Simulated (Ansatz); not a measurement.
# Ta2NO2 monolayer: a soft mode frozen in

Wanted: the energy along a soft mode of Ta2NO2 monolayer and the structure at the end.

Calculated with Ansatz 0.2.0; DFT PBEsol, scalar-relativistic, plane waves, PAW.

## 1. The structure

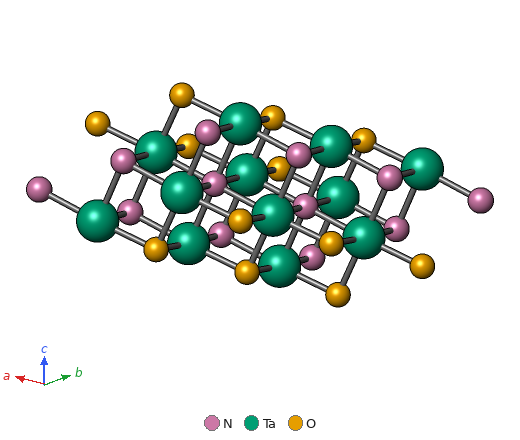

The cell as given, from a free direction (nitrogen pink, tantalum teal, oxygen orange). 3×2×1 cells are drawn. Some periodic images of atoms are drawn too.

The cell holds 5 atoms: 1 N, 2 Ta and 2 O. Cell: a = 3.102 Å, b = 3.102 Å, c = 32.600 Å, α = 90.0°, β = 90.0°, γ = 120.0°. Vacuum lies along c.

## 2. Response at finite wavevector

The cell comes from relaxations at this level that are not shown. Stability and thermal properties need the whole zone. Linear response on a 4×4×1 q mesh gives force constants as far as a supercell of that size would.

File input.yaml:

```yaml
crystal:
  lattice:
    - [3.1019748692, 0.0, 0.0]
    - [-1.5509874346, 2.6863890387, 0.0]
    - [0.0, 0.0, 32.6]
  atoms:
    - { symbol: "N", position: [0.0, 0.0, 0.3067484663] }
    - { symbol: Ta, position: [0.3333333333, 0.6666666667, 0.3430498251] }
    - { symbol: Ta, position: [0.6666666667, 0.3333333333, 0.2704471075] }
    - { symbol: O, position: [0.6666666667, 0.3333333333, 0.3761457021] }
    - { symbol: O, position: [0.3333333333, 0.6666666667, 0.2373512304] }
  periodic: [true, true, false]
kpoints:
  mp_grid: { grid: [20, 20, 1] }
hamiltonian:
  xc: pbesol
scf:
  occupations: { method: methfessel_paxton, width: 0.15 }
output:
  eigenvalues: true
phonons:
  method: dfpt
  qmesh: [4, 4, 1]
  temperatures: { t_max: 1000, t_step: 50 }
  qpath:
    path:
      - [0.0, 0.0, 0.0]
      - [0.5, 0.0, 0.0]
      - [0.33333333, 0.33333333, 0.0]
      - [0.0, 0.0, 0.0]
    npoints: 10
```

Launch:

```bash
$ ansatz run input.yaml --threads 8 --pin off --max-ram 14336MiB --backend cpu --events-out ev --progress --plain --runs-dir out
```

Numbers of over 12 decimals in the logs are rounded to 6 here.

Log:

```text
Warning: crystal.symmetry: narrowed to the stabiliser of the run's FFT grids — unitary ops 12 → 6. A phonons.method: dfpt run fills in the rows of the dynamical matrix that it does not solve by its symmetry operations, which is exact only for operations that map its FFT grids onto themselves: filled in by any other, the frequencies could depend on the order in which like atoms are typed, or, by more than the grids' own error, on where the crystal sits among the grids' points. Excluded: 6 operations. The run can therefore solve more perturbations, solve them on more k-points, or both, and cost more. [rest of the remark cut]
Engine: ansatz 0.2.0, aarch64-unknown-linux-gnu
Pseudopotentials: kind: paw
Pseudopotential: N, paw, valence charge 5, recommended cutoff 420 eV (normal), N.paw.azcp
Pseudopotential: Ta, paw, valence charge 13, recommended cutoff 420 eV (normal), Ta.paw.azcp
Pseudopotential: O, paw, valence charge 6, recommended cutoff 420 eV (normal), O.paw.azcp
Functional definition: PBEsol
  exchange = pbesol_x
  correlation = pbesol_c
Crystal: 5 atoms, lattice volume = 271.659 Å³
Basis set: ecut = 420 eV, 5305 PW (Γ), exchange–correlation on 48×48×450 points (8 copies of the dense FFT grid, shifted against one another)
Bands: 27, of which v1, the nominal top of the filled ones, is band 22 counted from 1 (21 counted from 0)
Symmetry: 12 space group operations
k-points: 44 of 400 (irreducible under 6 space group operations, time reversal used)
Non-local potential: N, projectors of the file, l = 0: 2, l = 1: 2, l = 2: 1
Non-local potential: Ta, projectors of the file, l = 0: 3, l = 1: 2, l = 2: 2, l = 3: 1
Non-local potential: O, projectors of the file, l = 0: 2, l = 1: 2, l = 2: 1
PAW form: soft (Blöchl's): semilocal exchange-correlation on the pseudo side does not see the compensation charge
PAW frozen core: N, regenerated for the run's functional, and the local potential with it (the file was generated under x = pbe(κ = 0.804, μ = 0.219515), c = pbe(β = 0.066725))
PAW frozen core: Ta, regenerated for the run's functional, and the local potential with it (the file was generated under x = pbe(κ = 0.804, μ = 0.219515), c = pbe(β = 0.066725))
PAW frozen core: O, regenerated for the run's functional, and the local potential with it (the file was generated under x = pbe(κ = 0.804, μ = 0.219515), c = pbe(β = 0.066725))
PAW one-centre angular grid: N, 110 points (default); XC on 64 Gauss nodes
PAW one-centre angular grid: Ta, 590 points (default); XC on 64 Gauss nodes
PAW one-centre angular grid: O, 110 points (default); XC on 64 Gauss nodes
Initial density: superposition of atomic densities (neutral atoms: chi_scale 0, normalization atom), corrected by the library's trained network
Initial wavefunctions: pseudopotential atomic-orbital guess
Functional: x = pbesol(κ = 0.804, μ = 0.123457), c = pbesol(β = 0.046)
SCF iter   1: F=—  HF=-21117.733631 eV  |F-HF|=—  |Δ(HF+E_count)|=         —  Δρ=7.75e-3  dr2=1.99e-1  ethr=1.77e-3  ⟨swp⟩=13.1  Hψ=9639  notcnv=0
preconditioner: auto → LDOS  [metal: Δε(μ)=0.069 eV  Ē_g=10.640 eV  σ=0.150 eV  W_gap=0.37  n_scr=20 (ndim 8)  ℏωp=11.7 eV  f_vac=0.774  D(μ)=1.49/eV (n_scr^D=10)  β→1.0]
SCF iter   2: F=—  HF=-21117.709324 eV  |F-HF|=—  |Δ(HF+E_count)|=   2.43e-2  S|Δr|=    0.00e0  Δρ=5.31e-3  dr2=5.69e-2  ethr=4.63e-4  ⟨swp⟩=3.1  Hψ=2824  notcnv=0  defer=32
SCF iter   3: F=—  HF=-21117.699697 eV  |F-HF|=—  |Δ(HF+E_count)|=   9.63e-3  S|Δr|=    0.00e0  Δρ=6.93e-4  dr2=9.47e-4  ethr=1.32e-4  ⟨swp⟩=2.8  Hψ=2134  notcnv=0  defer=32
SCF iter   4: F=—  HF=-21117.699678 eV  |F-HF|=—  |Δ(HF+E_count)|=   1.91e-5  S|Δr|=    0.00e0  Δρ=1.68e-4  dr2=7.82e-5  ethr=2.20e-6  ⟨swp⟩=3.9  Hψ=3081  notcnv=0  defer=32
SCF iter   5: F=—  HF=-21117.699686 eV  |F-HF|=—  |Δ(HF+E_count)|=   7.79e-6  S|Δr|=    0.00e0  Δρ=3.49e-5  dr2=1.53e-6  ethr=1.82e-7  ⟨swp⟩=3.5  Hψ=2759  notcnv=0  defer=32
SCF iter   6: F=—  HF=-21117.699690 eV  |F-HF|=—  |Δ(HF+E_count)|=   4.05e-6  S|Δr|=    0.00e0  Δρ=5.27e-6  dr2=3.92e-8  ethr=3.55e-9  ⟨swp⟩=4.0  Hψ=3017  notcnv=0  defer=32
SCF iter   7: F=—  HF=-21117.699690 eV  |F-HF|=—  |Δ(HF+E_count)|=   2.65e-7  S|Δr|=    0.00e0  Δρ=9.85e-7  dr2=1.90e-9  ethr=9.12e-11  ⟨swp⟩=4.2  Hψ=3162  notcnv=0  defer=32
SCF iter   8: F=—  HF=-21117.699690 eV  |F-HF|=—  |Δ(HF+E_count)|=   4.41e-8  S|Δr|=    0.00e0  Δρ=1.92e-7  dr2=8.97e-11  ethr=4.41e-12  ⟨swp⟩=4.1  Hψ=3142  notcnv=0  defer=32
SCF iter   9: F=-21117.699690 eV  HF=-21117.699690 eV  |F-HF|=2.91e-11  |Δ(HF+E_count)|=  7.79e-10  S|Δr|=    0.00e0  Δρ=4.09e-8  dr2=3.29e-12  ethr=1.00e-12  ⟨swp⟩=22.8  Hψ=11853  notcnv=0
SCF 1 converged in 9 iterations: F = -21117.699690 eV  dr2 = 3.29e-12
  greatest PAW one-centre occupation: 1.000 electrons in one spin orbital (limit 2), on the Ta atom at site 2 (counted from 0), in its partial waves of l = 0
phonons: the bands overlap, so this run is a metal and interpolates without the dipole-dipole term. If the crystal is really an insulator or semiconductor, its LO-TO splitting is missing
NSCF: frozen V_eff on 44 k-points
WARN: eigensolver did not converge (k=1): 1 band(s) unlocked after 2 eigensolves, warm-restarted (20 sweeps on the last) at ethr=1.71e-12 eV (storage-precision floor; scheduled 1.00e-12 eV) (lowest unlocked band 26, counted from 0; max residual 1.87e-5 eV among the unlocked bands, 1.87e-5 eV over every band; other slots of this pass that fall short are told together in one closing line; warning suppressed until the next SCF loop or pass starts)
WARN: eigensolver did not converge in 4 slots of this pass, the one above among them; of largest residual over every band (k=11): 1 band(s) unlocked (lowest unlocked band 26, counted from 0; max residual 5.51e-5 eV among the unlocked bands, 5.51e-5 eV over every band); of lowest unlocked band (k=1): band 26
NSCF: frozen V_eff on 111 k-points
DFPT response loops at q = (0, 0, 0) (fractional): preconditioner auto → none (partly filled bands, converged f_vac=0.775); β = 0.50; Broyden in place of MSR1
NSCF: frozen V_eff on 420 k-points
DFPT response loops at q = (0, 0.25, 0) (fractional): mixed as the last ones told, above
NSCF: frozen V_eff on 222 k-points
DFPT response loops at q = (0, -0.5, 0) (fractional): mixed as the last ones told, above
NSCF: frozen V_eff on 800 k-points
DFPT response loops at q = (0.25, 0.25, 0) (fractional): mixed as the last ones told, above
SCF converged after 9 iterations
Stability not checked: this state was not tested for a lower state beside it, because cold or Methfessel-Paxton smearing, or corrected tetrahedra, fill the levels in a way that the test cannot read (fill_not_monotonic; see scf.lower_state_search)
Free energy (F): -21117.699690 eV
Harris-Foulkes:  -21117.699690 eV  (|F-HF|=2.91e-11)
Internal energy: -21117.698105 eV  (E = F + TS)
E sigma→0 (E₀):  -21117.699294 eV
Entropy (-TS):   -0.001585 eV (-0.317 meV/atom)
Fermi energy:    -5.350149 eV
--- Per-component energies (eV) ---
  E_band       = -1166.994985
  E_kinetic    = 1217.401757
  E_local      = -128970.878432  (includes V_loc(G=0)·N_el)
  E_nonlocal   = 176.666774
  E_hartree    = 63702.208857
  E_xc         = -640.937307
  E_vxc        = -672.836191  (∫ρ·V_xc dr)
  E_paw        = -16972.860542  (= ΣΔE_a)
  E_vpaw       = -321.772010  (= ΣTr[D̂ρ^β])
  E_aug_tail   = 0.005354  (compensation charges beyond the density's cutoff)
  E_ewald      = 60370.169467
  E_core_change = 0.525968  (= ΣΔE_core)
  E_smearing   = -0.001585  (= −TS)
  E_closure    = 0.000000  (closes the sum)
  Σ components = -21117.699690   (vs F -21117.699690, Δ=0.00e0)
--- Band table (eV; the first three rows and the last of 44) ---
  k-point 0: bands = [... 18 lower, -9.1557, -9.1557, -6.5874, -6.5874, -5.6707, -3.8640, -3.8640, -3.2938, ... 1 higher]
  k-point 1: bands = [... 18 lower, -9.2625, -9.2523, -6.5548, -6.4667, -5.6782, -3.8329, -3.8189, -3.2725, ... 1 higher]
  k-point 2: bands = [... 18 lower, -9.4810, -9.1037, -6.6047, -6.1662, -5.5962, -3.7277, -3.7097, -3.2142, ... 1 higher]
  k-point 43: bands = [... 18 lower, -10.2992, -10.0869, -5.5633, -5.0327, -5.0055, -2.8273, -2.5734, -2.5610, ... 1 higher]
--- Phonons (Γ-DFPT): 10 representative perturbations + reference (Σ response iterations 47) ---
  ASR residual: 4.948e-5 → 0.000e0 eV/Å²; symmetrization residual: 8.558e-6 eV/Å²
  The last average, over the group as it would stand without the narrowing to the FFT grids, took up to 3.350e-6 eV/Å² of the zone centre's force constants
  ASR residual per site (eV/Å²): 4.95e-5 9.34e-6 9.01e-6 1.85e-5 2.63e-5
  Γ frequencies (cm⁻¹): 0.00 0.00 0.00 113.07 113.07 199.58 383.43 383.43 391.85 391.85 557.21 563.44 600.41 639.17 639.17
--- Phonons (arbitrary-q DFPT): 4 irreducible q on the 4×4×1 mesh ---
  q = [0.0000, 0.0000, 0.0000] (star 1, of the zone-centre solve; hermiticity 5.13e-7, symmetrization 5.98e-14, taken by the last average 1.00e-7): -0.00 0.00 0.00 113.07 113.07 199.58 383.43 383.43 391.85 391.85 557.21 563.44 600.41 639.17 639.17
  q = [0.0000, 0.2500, 0.0000] (star 6, 15 solved perturbations on 210 of 400 k-point pairs; hermiticity 3.60e-7, symmetrization 9.85e-11, taken by the last average 2.02e-7): 75.14 75.91 109.38 109.55 142.65 168.06 368.66 388.03 409.09 421.78 517.31 524.01 595.73 621.31 639.27
  q = [0.0000, -0.5000, 0.0000] (star 3, 15 solved perturbations on 111 of 400 k-point pairs; hermiticity 1.40e-6, symmetrization 4.72e-11, taken by the last average 2.56e-7): -85.79 -65.22 4.66 38.00 120.50 124.55 389.53 406.72 418.37 426.29 488.71 492.15 579.57 611.53 612.64
  q = [0.2500, 0.2500, 0.0000] (star 6, 10 solved perturbations in 3050 linear systems a pass and spin channel, the states on 400 of 400 k-point pairs; hermiticity 4.25e-7, symmetrization 4.84e-11, taken by the last average 2.23e-7): -167.25 -28.81 50.54 96.06 122.21 151.77 377.75 406.18 415.97 424.32 487.98 489.83 570.28 611.22 632.70
  sum rule: each row above includes the acoustic sum rule's correction from the zone centre's row sums; it moved no ω² by more than (0.98 cm⁻¹)²
  mesh force constants: q→R imaginary residual 6.51e-18; ASR residual 4.948e-5 → 0.000e0 eV/Å²; symmetrization residual 2.132e-14 eV/Å²
  interpolated dispersion: 31 rows × 15 modes
  density of states and harmonic sums: on the 24×24×1 q-mesh, interpolated from the force constants of a 4×4×1 supercell (no non-analytic term)
  largest difference from the sums on the solved wave vectors: F 4.94e-2 eV, S 5.68e-5 and C_V 7.30e-6 eV/K
  zero-point energy: 0.306445 eV/cell   skipped modes (ω ≤ 0): 87, of them read as no rigid motion or as one in doubt: 84 (1.392e0 modes/cell left out, lowest -169.21 cm⁻¹)   left out of the sums: 9.32e-2 of the cell's modes: C_V's classical limit lies that fraction below 3 k_B per atom; for a crystal, a wire or a layer, F and S can be off by more, and a phonons.interpolated_qmesh denser along its periods is the remedy for the sampling
```

Elapsed: 19 min, on 8 threads of Arm Neoverse V1, shared host; peak memory 5.6 GiB.

Numbers from this step:

```yaml
gap_on_the_k_mesh: 0 eV
sum_rule_residual_before_enforcement: 4.95e-5 eV/Å²
lowest_frequency_on_the_path: -171.1 cm⁻¹
point_group: -3m
highest_frequency_on_the_path_or_at_a_solved_wavevector: 651 cm⁻¹
area_per_atom: 1.667 Å²
highest_optical_mode_at_the_zone_centre_no_lo_to_term: 639.2 cm⁻¹
lowest_optical_zone_centre_mode: 113.1 cm⁻¹
lowest_mode_on_the_q_mesh_acoustic_modes_at_gamma_apart: -167.2 cm⁻¹
```

Frequencies (cm⁻¹) solved at each irreducible wavevector; negative means imaginary. Frequencies by wavevector, by row:

```csv
q in reciprocal lattice units,star,mode 1,mode 2,mode 3,mode 4,mode 13,mode 14,mode 15
0 0 0,1,0,0,0,113.1,600.4,639.2,639.2
0 0.25 0,6,75.1,75.9,109.4,109.5,595.7,621.3,639.3
0 -0.5 0,3,-85.8,-65.2,4.7,38,579.6,611.5,612.6
0.25 0.25 0,6,-167.2,-28.8,50.5,96.1,570.3,611.2,632.7
```

Interpolated from a 4×4×1 q mesh. The phonon branches at the labelled points (cm⁻¹):

```csv
point,branch 1,branch 2,branch 3,branch 4,branch 12,branch 13,branch 14,branch 15
Γ,0,0,0,113,563,600,639,639
M,-86,-65,5,38,492,580,612,613
K,-63,-63,40,82,480,586,586,618
Γ,0,0,0,113,563,600,639,639
```

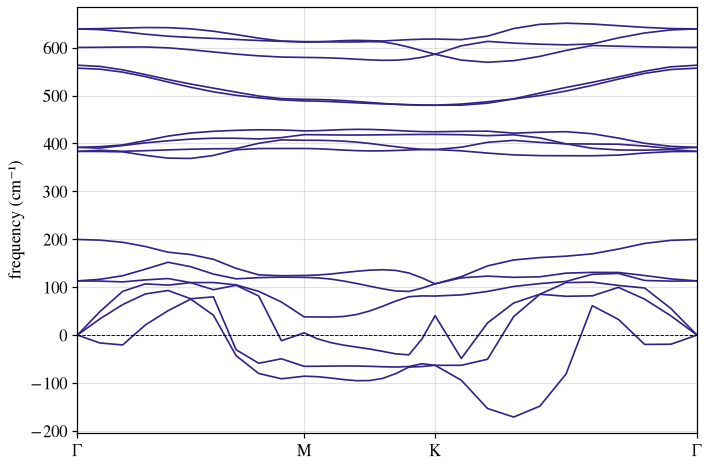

Phonon branches along the path.

Symmetry leaves 4 wavevectors to solve. The lowest mode among them, the acoustic zeros apart, lies at q = (0.25, 0.25, 0) and is imaginary, 167.2i cm⁻¹, so the energy falls along it. Between them the interpolated path dips to 171i cm⁻¹.

## 3. The mode frozen in, largest atomic shift 0 Å

The mode followed lies at q = (0, -0.5, 0) with frequency 85.8i cm⁻¹, one of the unstable modes though not the softest. At small amplitude the distorted cell has space group no. 10 by a symmetry search on the positions. The undistorted cell that holds it gives the zero of energy on the same k mesh.

System of this step: Ta2NO2 monolayer. The cell holds 10 atoms: 2 N, 4 Ta and 4 O. Cell: a = 3.102 Å, b = 5.373 Å, c = 32.600 Å, α = 90.0°, β = 90.0°, γ = 90.0°. It derives from Ta2NO2. Vacuum lies along c.

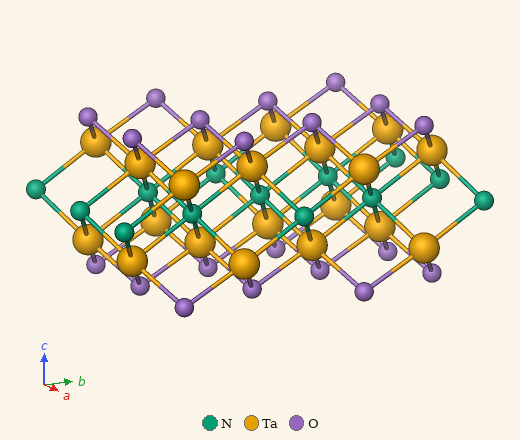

The cell of this step (nitrogen teal, tantalum orange, oxygen purple). 2×2×1 cells are drawn. Some periodic images of atoms are drawn too.

File input.yaml:

```yaml
crystal:
  lattice:
    - [3.1019748692, 0.0, 0.0]
    - [0.0, 5.3727780773, 0.0]
    - [0.0, 0.0, 32.6]
  atoms:
    - { symbol: "N", position: [0.5, 0.5, 0.3067484663] }
    - { symbol: "N", position: [0.0, 0.0, 0.3067484663] }
    - { symbol: Ta, position: [0.0, 0.3333333333, 0.3430498251] }
    - { symbol: Ta, position: [0.5, 0.8333333333, 0.3430498251] }
    - { symbol: Ta, position: [0.5, 0.1666666667, 0.2704471075] }
    - { symbol: Ta, position: [1.0, 0.6666666667, 0.2704471075] }
    - { symbol: O, position: [0.5, 0.1666666667, 0.3761457021] }
    - { symbol: O, position: [1.0, 0.6666666667, 0.3761457021] }
    - { symbol: O, position: [0.0, 0.3333333333, 0.2373512304] }
    - { symbol: O, position: [0.5, 0.8333333333, 0.2373512304] }
  periodic: [true, true, false]
kpoints:
  mp_grid: { grid: [12, 8, 1] }
hamiltonian:
  xc: pbesol
scf:
  occupations: { method: methfessel_paxton, width: 0.15 }
output:
  forces: true
  stress: true
  eigenvalues: true
```

Log:

```text
[...]
Crystal: 10 atoms, lattice volume = 543.319 Å³
Basis set: ecut = 420 eV, 10647 PW (Γ), exchange–correlation on 48×72×450 points (8 copies of the dense FFT grid, shifted against one another)
Bands: 53, of which v1, the nominal top of the filled ones, is band 43 counted from 1 (42 counted from 0)
Symmetry: 8 space group operations
[...]
k-points: 35 of 96
[...]
k-point 0: bands = [... 39 lower, -9.1560, -7.6171, -6.5906, -6.5885, -5.6730, -4.1331, -3.8672, -3.8655, ... 6 higher]
  k-point 1: bands = [... 39 lower, -9.2244, -7.6050, -6.5548, -6.4051, -5.6742, -4.0965, -3.8159, -3.7987, ... 6 higher]
  k-point 2: bands = [... 39 lower, -9.0511, -7.5470, -6.6955, -5.9829, -5.4979, -4.0639, -3.9033, -3.8513, ... 6 higher]
  k-point 34: bands = [... 39 lower, -9.5167, -7.6153, -7.6153, -4.1311, -4.1311, -3.4197, -3.4197, -3.2959, ... 6 higher]
[key lines of the parts left out:]
SCF converged after 7 iterations
Free energy (F): -42235.396708 eV
Fermi energy:    -5.289868 eV
P = ½ c Tr σ = 0.0194 N/m
```

The job ended after 12 s (8 threads; peak memory 2.1 GiB).

Numbers from this step:

```
energy from the undistorted cell : 0 meV/atom
```

## 4. The mode frozen in, largest atomic shift 0.08 Å

The atoms are moved along the unstable eigenvector, the largest shift by 0.08 Å, with the cell fixed.

File input.yaml:

```yaml
crystal:
  lattice:
    - [3.1019748692, 0.0, 0.0]
    - [0.0, 5.3727780773, 0.0]
    - [0.0, 0.0, 32.6]
  atoms:
    - { symbol: "N", position: [0.5, 0.5, 0.3067484663] }
    - { symbol: "N", position: [0.0, 0.0, 0.3067484663] }
    - { symbol: Ta, position: [0.0, 0.3217040634, 0.3434758192] }
    - { symbol: Ta, position: [0.5, 0.8449626033, 0.3426238309] }
    - { symbol: Ta, position: [0.5, 0.1550373967, 0.2708731017] }
    - { symbol: Ta, position: [1.0, 0.6782959366, 0.2700211133] }
    - { symbol: O, position: [0.5, 0.1708908014, 0.3784988691] }
    - { symbol: O, position: [1.0, 0.6624425319, 0.3737925352] }
    - { symbol: O, position: [0.0, 0.3375574681, 0.2397043974] }
    - { symbol: O, position: [0.5, 0.8291091986, 0.2349980635] }
  periodic: [true, true, false]
kpoints:
  mp_grid: { grid: [12, 8, 1] }
hamiltonian:
  xc: pbesol
scf:
  occupations: { method: methfessel_paxton, width: 0.15 }
output:
  forces: true
  stress: true
  eigenvalues: true
```

Log:

```text
[...]
Crystal: 10 atoms, lattice volume = 543.319 Å³
Basis set: ecut = 420 eV, 10647 PW (Γ), exchange–correlation on 48×72×450 points (8 copies of the dense FFT grid, shifted against one another)
Bands: 53, of which v1, the nominal top of the filled ones, is band 43 counted from 1 (42 counted from 0)
Symmetry: 4 space group operations
[...]
k-points: 35 of 96
[...]
k-point 0: bands = [... 39 lower, -9.0769, -7.6737, -6.5845, -6.4482, -5.7000, -4.2646, -3.8804, -3.8488, ... 6 higher]
  k-point 1: bands = [... 39 lower, -9.1249, -7.6580, -6.4336, -6.4165, -5.6929, -4.2187, -3.8959, -3.8449, ... 6 higher]
  k-point 2: bands = [... 39 lower, -8.9796, -7.6052, -6.5922, -6.0480, -5.5118, -4.1686, -4.0371, -3.8007, ... 6 higher]
  k-point 34: bands = [... 39 lower, -9.4080, -7.9402, -7.3134, -4.3040, -4.0474, -3.6193, -3.3121, -3.1709, ... 6 higher]
[key lines of the parts left out:]
SCF converged after 7 iterations
Free energy (F): -42235.432393 eV
Fermi energy:    -5.222896 eV
P = ½ c Tr σ = 0.2320 N/m
```

Run time: 13 s. Hardware: 8 threads; peak memory 2.1 GiB.

Numbers from this step:

* energy from the undistorted cell: -3.518 meV/atom

The energy, extrapolated to zero smearing, is -3.52 meV/atom against the undistorted cell.

## 5. Energy along the mode, all amplitudes (two of the runs are shown above)

An imaginary frequency means negative curvature, so the energy should fall and then rise again as anharmonic terms take over.

Numbers from this step:

```
depth at the lowest point sampled  : 3.518 meV/atom
largest atomic shift at that point : 0.08 Å
```

The energy from the parent by largest atomic shift:

```csv
largest atomic shift (Å),energy from the parent (meV/atom)
0.0000,0
0.0400,-0.596
0.0800,-3.52
0.1400,13.7
```

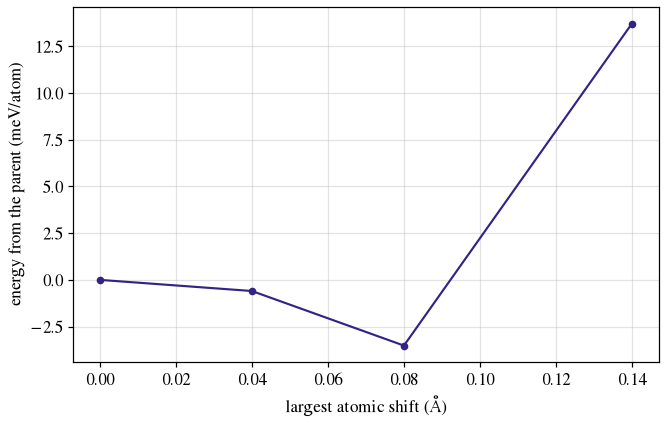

Energy from the parent, plotted against largest atomic shift.

Displacement at unit largest shift by atom:

```csv
atom,x (Å),y (Å),z (Å),size
N1,0.00,0.00,0.00,0.00
N2,0.00,0.00,0.00,0.00
Ta3,0.00,-0.78,0.17,0.80
Ta4,0.00,0.78,-0.17,0.80
Ta5,0.00,-0.78,0.17,0.80
Ta6,0.00,0.78,-0.17,0.80
O7,0.00,0.28,0.96,1.00
O8,0.00,-0.28,-0.96,1.00
O9,0.00,0.28,0.96,1.00
O10,0.00,-0.28,-0.96,1.00
```

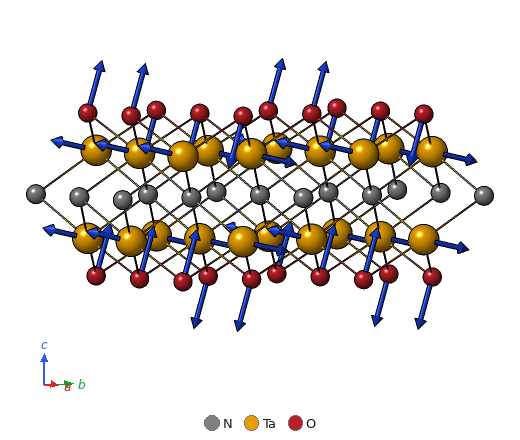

Displacement at unit largest shift as arrows, the longest 1.00 Å. 2×2×1 cells are drawn. Some periodic images of atoms are drawn too.

The lowest of the steps tried is at 0.08 Å, 3.52 meV/atom below the parent; the bottom of the well need not coincide with a step.

(Part 1 of 2 ends here.)

[Logs are printed without paths, hosts, clocks, repeated set-up lines and the standing remarks that a program may print on its own settings, such as how far it seeks lower states.]

[Hosts, paths, dates, database ids (printed as entryN), source tags and the programs' standing remarks are cut or masked in the printed files.]
